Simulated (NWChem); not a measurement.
# BPW91/6-31G(d)/LANL2DZ (core potential, spherical functions, COSMO dichloromethane) run of Mg2Te2 ((MgTe)2 ring)

What is the adiabatic electron affinity of Mg2Te2 ((MgTe)2 ring) at BPW91/6-31G*/LANL2DZ (core potential, spherical functions, COSMO dichloromethane)? 

Program for the calculation: NWChem 7.3.0.

### Step 1. Starting point

Mg2Te2: 4 atoms, total charge 0, spin state singlet. The shape comes from GFN2-xTB, which is rough for such elements, and wasn't checked as a minimum. The run starts from this shape.

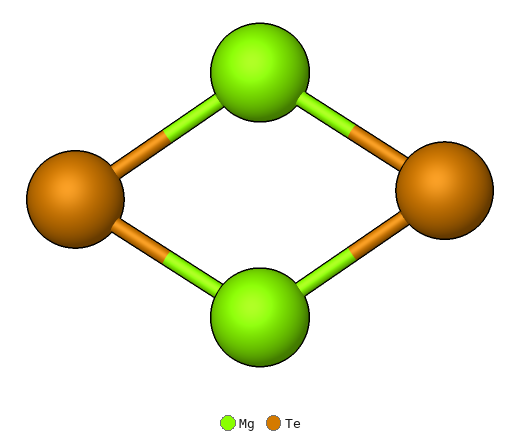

Viewed from a chosen angle; magnesium green, tellurium orange.

### Step 2. A geometry optimisation at BPW91/6-31G(d)/LANL2DZ (core potential, spherical functions, COSMO dichloromethane)

Input file mg2te2.nw:

```
start mg2te2
title "Mg2Te2"
memory 2200 mb
geometry units angstrom noautosym
 Mg     0.851240     0.852200     0.800220
 Te     0.241740     1.363070    -1.708490
 Mg    -0.850990    -0.852150    -0.799980
 Te    -0.241990    -1.363120     1.708250
end
basis "ao basis" spherical bse
 Mg library 6-31G*
 Te library LANL2DZ
end
ecp bse
 Te library LANL2DZ
end
cosmo
 dielec 8.93
end
dft
 xc becke88 perdew91
 grid coarse
 convergence energy 1e-05
 direct
 maxiter 150
 print low
end
driver
 maxiter 50
end
task dft optimize
```

Run with:

```sh
$ nwchem mg2te2.nw > mg2te2.out
```

The program printed:

```text
[...]
 d= 0,ls=0.0,diis     1   -416.3726062134 -5.05D+02  2.84D-02  1.82D-01     0.8
[...]
         Total DFT energy =     -416.525586783625
[...]
@    0    -416.52558678  0.0D+00  0.01398  0.00664  0.00000  0.00000      7.9
[...]
         Total DFT energy =     -416.527489823049
[...]
@    1    -416.53130483 -5.7D-03  0.00552  0.00269  0.05623  0.09965     21.8
[...]
@    4    -416.53274597 -6.3D-05  0.00006  0.00004  0.01672  0.02279     61.7
[...]
         Total DFT energy =     -416.532746786813
[...]
         Total DFT energy =   -416.532746786813
[...]
@    5    -416.53274679 -8.2D-07  0.00003  0.00001  0.00198  0.00260     69.8
[...]
 d= 0,ls=0.0,diis     6   -416.5327468460 -1.04D-07  1.30D-06  9.31D-10    75.7
         Total DFT energy =     -416.532746846037
      One electron energy =     -748.725843532158
           Coulomb energy =      286.765954080263
    Exchange-Corr. energy =      -36.622073904992
 Nuclear repulsion energy =       84.467815277435
             COSMO energy =       -2.418598766585
[...]
         Total DFT energy =   -416.532746846037
                         DFT ENERGY GRADIENTS
    atom               coordinates                        gradient
                 x          y          z           x          y          z
   1 Mg      1.691720   1.693010   1.581259   -0.001039   0.000423   0.000629
   2 Te      0.479110   2.703551  -3.379904    0.000221   0.000287   0.000283
   3 Mg     -1.686379  -1.696073  -1.582662    0.001024  -0.000410  -0.000648
   4 Te     -0.483860  -2.700369   3.381874   -0.000207  -0.000300  -0.000264
[...]
@    6    -416.53274685 -5.9D-08  0.00002  0.00001  0.00055  0.00095     76.9
[...]
      Optimization converged
[...]
@    6    -416.53274685 -5.9D-08  0.00002  0.00001  0.00055  0.00095     76.9
[...]
```

Wall time 78 s (1 thread of Intel Xeon Platinum 8488C (Sapphire Rapids), shared host); peak memory 0.11 GiB.

The path in brief:

| step | energy from the first frame kept (eV) |
| --- | --- |
| 0 | 0.0000 |
| 1 | -0.1556 |
| 2 | -0.1917 |
| 3 | -0.1931 |
| 4 | -0.1948 |
| 5 | -0.1948 |
| 6 | -0.1948 |

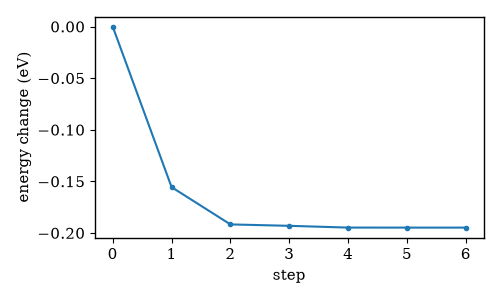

Energy along the run.

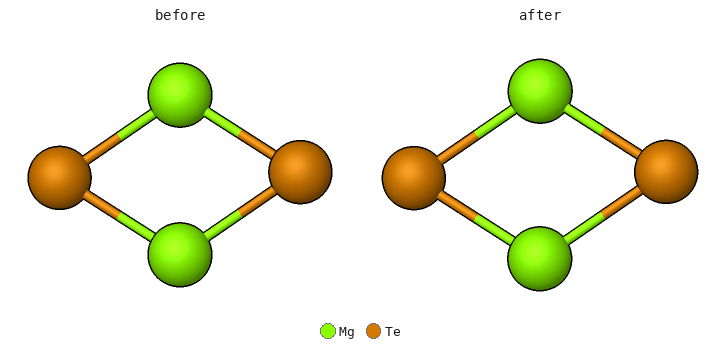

Before and after, at one scale.

After the run. Bond lengths: Mg1–Te2 2.755 Å, Te2–Mg3 2.764 Å, Mg1–Te4 2.764 Å, Mg3–Te4 2.755 Å. Angles: Mg1–Te2–Mg3 66.7°, Te2–Mg1–Te4 113.3°, Te2–Mg3–Te4 113.3°, Mg1–Te4–Mg3 66.7°.

### Step 3. The doublet anion

Input file mg2te2.nw:

```
start mg2te2
memory total 2200 mb
charge -1
geometry units angstroms noautosym
  zmatrix
    Mg
    Te 1 r2
    Mg 2 r3 1 a3
    Te 3 r4 2 a4 1 d4
  variables
    r2 2.631749
    r3 2.631853
    a3 66.6535
    r4 2.631195
    a4 113.35469
    d4 0.00485
  end
end
basis "ao basis" spherical bse
  * library 6-31G* except Te
  Te library LANL2DZ
end
ecp bse
  Te library LANL2DZ
end
cosmo
  dielec 8.93
end
dft
  xc becke88 perdew91
  mult 2
  grid coarse
  convergence energy 1e-05
  direct
  maxiter 150
  print low
end
driver
  maxiter 50
end
task dft optimize
```

Run with:

```sh
$ nwchem mg2te2.nw > mg2te2.out
```

The program printed:

```text
[...]
 d= 0,ls=0.0,diis     1   -416.3622439888 -5.05D+02  3.28D-02  1.02D-01     1.0
[...]
         Total DFT energy =     -416.576402476378
[...]
@    0    -416.57640248  0.0D+00  0.05689  0.03213  0.00000  0.00000     28.3
[...]
         Total DFT energy =     -416.587929858897
[...]
@    1    -416.58805477 -1.2D-02  0.02117  0.00948  0.26445  0.68127     83.5
[...]
@   12    -416.59365691 -2.5D-06  0.00011  0.00006  0.00541  0.00794    327.4
[...]
         Total DFT energy =     -416.593657229338
[...]
         Total DFT energy =   -416.593657229338
[...]
@   13    -416.59365723 -3.2D-07  0.00006  0.00003  0.00134  0.00252    337.6
[...]
 d= 0,ls=0.0,diis     7   -416.5936573191 -4.43D-07  5.75D-06  2.96D-09   346.4
[...]
         Total DFT energy =     -416.593657319132
      One electron energy =     -755.316632437382
           Coulomb energy =      290.552825944824
    Exchange-Corr. energy =      -36.798673012852
 Nuclear repulsion energy =       81.505804748401
             COSMO energy =        3.463017437877
[...]
      <S2> =      0.7517 (Exact =     0.7500)
[...]
         Total DFT energy =   -416.593657319132
                         DFT ENERGY GRADIENTS
    atom               coordinates                        gradient
                 x          y          z           x          y          z
   1 Mg     -2.747304   0.043034  -1.734807    0.000382   0.000372  -0.000602
   2 Te     -2.238648  -0.054030   3.862838   -0.000788   0.000260  -0.000500
   3 Mg      2.281324   0.063232   1.496134   -0.000393  -0.000321   0.000499
   4 Te      2.704183  -0.052477  -3.624819    0.000799  -0.000311   0.000603
[...]
@   14    -416.59365732 -9.0D-08  0.00006  0.00003  0.00077  0.00135    347.8
[...]
      Optimization converged
[...]
@   14    -416.59365732 -9.0D-08  0.00006  0.00003  0.00077  0.00135    347.8
[...]
```

Wall time 5.8 min (1 thread of Intel Xeon Platinum 8488C (Sapphire Rapids), shared host); peak memory 0.11 GiB.

The path in brief:

```csv
step,energy from the first frame kept (eV)
0,0.0000
1,-0.3171
2,-0.3974
3,-0.4487
4,-0.4600
5,-0.4641
6,-0.4586
7,-0.4676
8,-0.4689
9,-0.4692
10,-0.4694
11,-0.4695
12,-0.4695
13,-0.4695
14,-0.4695
```

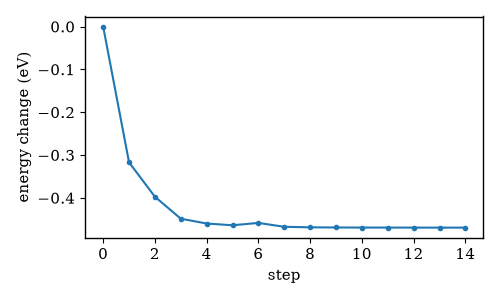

Energy along the run.

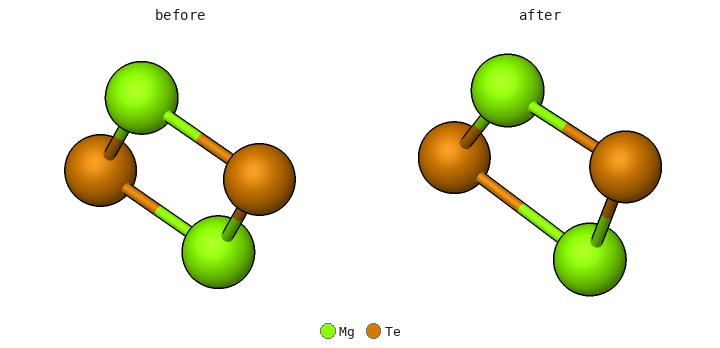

Before and after, at one scale.

After the run. Bond lengths: Mg1–Te2 2.975 Å, Te2–Mg3 2.701 Å, Mg1–Te4 3.054 Å, Mg3–Te4 2.720 Å. Angles: Mg1–Te2–Mg3 67.5°, Te2–Mg1–Te4 103.9°, Te2–Mg3–Te4 122.3°, Mg1–Te4–Mg3 66.1°.

### Step 4. What came out

At BPW91/6-31G*/LANL2DZ (core potential, spherical functions, COSMO dichloromethane):

```
                                                              quantity          value
                               singlet Mg2Te2: total energy at the end  -416.53275 Eh
                            singlet Mg2Te2: solvent term in the energy  -270.0 kJ/mol
                                doublet anion: total energy at the end  -416.59366 Eh
                             doublet anion: solvent term in the energy  -272.4 kJ/mol
                                                   doublet anion: ⟨S²⟩          0.752
adiabatic electron affinity (to the doublet anion, no zero-point term)       1.657 eV
```

**Reading.** The adiabatic electron affinity (to the doublet anion, no zero-point term) is 1.66 eV (160 kJ/mol). The optimisation (singlet Mg2Te2) took 7 steps and changed the energy by -0.195 eV. The optimisation (doublet anion) took 15 steps and changed the energy by -0.470 eV.
